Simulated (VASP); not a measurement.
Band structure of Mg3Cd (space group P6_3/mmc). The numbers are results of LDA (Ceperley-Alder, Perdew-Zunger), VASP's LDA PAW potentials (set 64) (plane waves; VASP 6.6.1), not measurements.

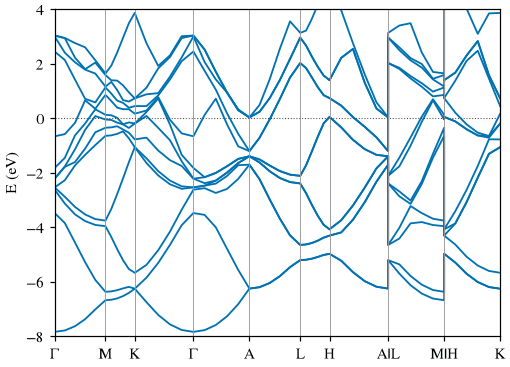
Figure. Bands along high-symmetry lines, zero at the valence-band maximum or, without a gap, the Fermi level

Question: Read the plot: is there a gap, and where are the band edges?

Answer: It has no gap at this level: it comes out as a metal or semimetal.

The structure comes from a computed database's Mg3Cd entry (P6_3/mmc); how it stands against other phases isn't given here. The cell was not relaxed at this level. VASP warned that the highest band is occupied, so more bands are needed.
